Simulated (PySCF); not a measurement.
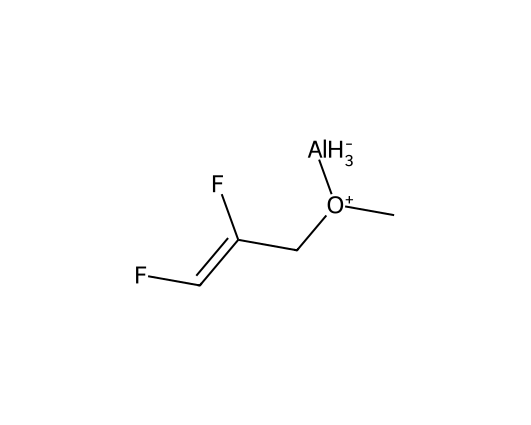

Source: calculation with PySCF.

2D structure.

Q: Give its SMILES.

A: C[O+]([AlH3-])C/C(F)=C/F

Q: What is the molecular formula?

A: C4H9AlF2O.

Q: An optimisation with GFN2-xTB gave a structure of which point group?

A: C1. Other conformers may differ.
